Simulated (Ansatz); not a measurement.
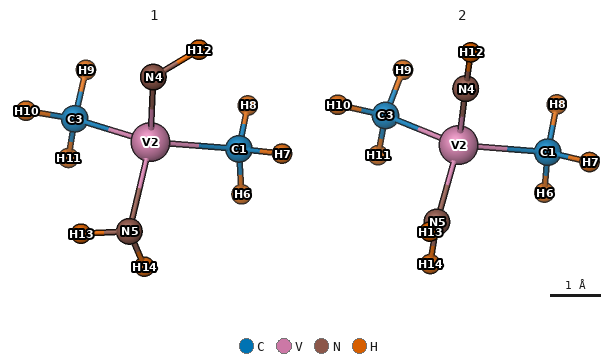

Two geometries of C2H9N2V (coarse preliminary run), drawn at one scale. One is the start of a relaxation, the other its converged end. Style: ball-and-stick. Shown from a free direction.

Level of theory: RKS PBE-D4/def2-SVP in Ansatz 0.2.0. Set-up: force threshold 0.03 eV/Å; at most 200 steps.

Which of the two is the end point?

Structure 2 is the relaxed one. The start comes from a force field. The largest move after the best rigid fit is that of H13, 1.08 Å. By element the largest moves are H 1.08 Å, N 0.40 Å, V 0.15 Å, C 0.09 Å. Among the contacts that change: V2–N4 1.864 → 1.617 Å, V2–N5 2.064 → 1.825 Å, V2–C3 2.122 → 2.035 Å, N4–H12 1.081 → 1.026 Å. Bond angles that change, for instance: V2–N4–H12 116.4° → 179.2°, V2–N5–H13 107.2° → 130.4°, V2–N5–H14 105.3° → 118.8°. Over 12 geometry steps the energy falls by 2.040 eV. The largest force component goes from 3.3 to 0.018 eV/Å. The run took 26 s on 4 threads of Arm Neoverse V2, on a shared host.
